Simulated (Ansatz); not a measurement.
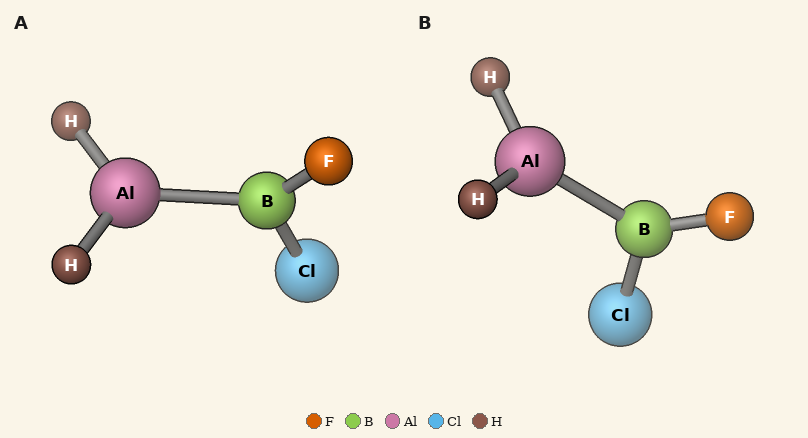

Atoms fade into the background with distance from the viewer. Computed geometry: PBE-D4/def2-SVP optimisation. No frequency run is at hand to confirm it as a minimum.

Can A be turned into B by a rotation alone?

Answer. Yes. They are the same structure, AlBClFH2, seen from two directions. With point group Cs it is achiral, so its mirror image would be the same too.
